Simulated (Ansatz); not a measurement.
Cl2H4W···H2O

```yaml
atoms:
  - { symbol: W, position_ang: [-0.1699, -0.4952, 0.0142] }
  - { symbol: H, position_ang: [-0.1400, 0.0869, 1.6224] }
  - { symbol: H, position_ang: [1.2411, -0.3321, -0.8310] }
  - { symbol: H, position_ang: [0.7840, 0.8485, 0.3061] }
  - { symbol: Cl, position_ang: [-2.2736, -0.6623, -0.8759] }
  - { symbol: Cl, position_ang: [0.7178, -2.5763, 0.1556] }
  - { symbol: H, position_ang: [-0.0418, 0.6086, -1.2186] }
  - { symbol: O, position_ang: [-1.7197, 1.9864, 1.1107] }
  - { symbol: H, position_ang: [-2.6167, 1.6253, 1.0743] }
  - { symbol: H, position_ang: [-1.3110, 1.5190, 1.8740] }
```

Core potentials replace the inner electrons of W; not at a stationary point (largest force 1.0 eV/Å).

The calculation used Ansatz, RKS PBE0-D4/def2-SVP.

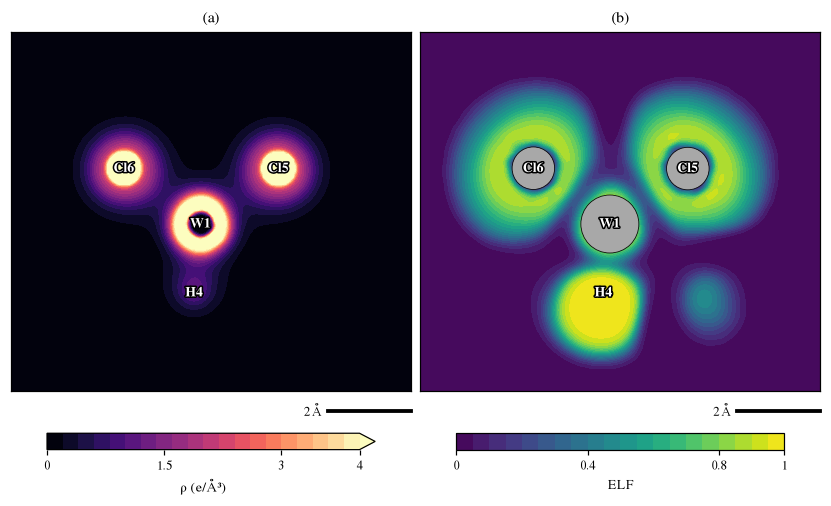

Figure 1. (a) electron density; (b) electron localisation function on the plane of atoms Cl5, W1 and Cl6. Grey discs cover the atomic cores in the ELF map.

> What does the map show?

The section cuts through W, H and Cl sites.
W–Cl (2.27 Å): the density is about 0.71 e/Å³ at the midpoint; the ELF peaks at about 0.85 in the valence shell of Cl, 0.8 Å from its nucleus, and is about 0.40 at the midpoint.
W–H (1.67 Å): the density is about 1.6 e/Å³ at the midpoint; the ELF climbs to about 1 towards the hydrogen.

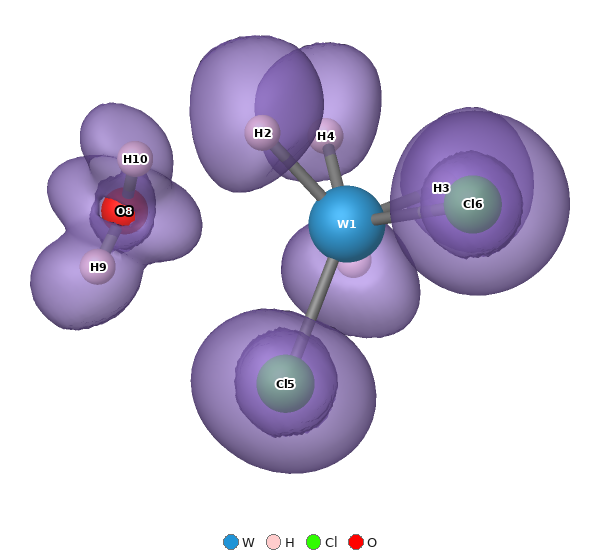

Figure 2. Isosurface of the electron localisation function at 0.75 (purple), seen at a tilt. Only the valence region is drawn (cores and ρ < 0.01 e/Å³ removed).

> Where are the electrons localised?

The ELF exceeds this value in four regions around hydrogen nuclei, two regions wrapped around Cl (the valence shell of each) and one joined region spread over several atoms (H, O), in which their bonds and any lone pairs are merged. Profiles from the grid: W1···O8 (3.12 Å): the ELF dips to about 0 between them.

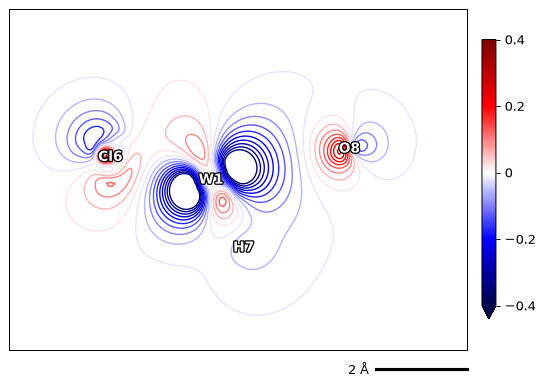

Figure 3. One frontier orbital on the plane of atoms Cl6, W1 and H7 (values in Å⁻³ᐟ²; the overall sign is arbitrary).

> Which orbital is it: HOMO or LUMO?

The LUMO, at −3.08 eV. It lies mainly on W1 (about 65 %), Cl6 (about 10 %) and Cl5 (about 10 %).
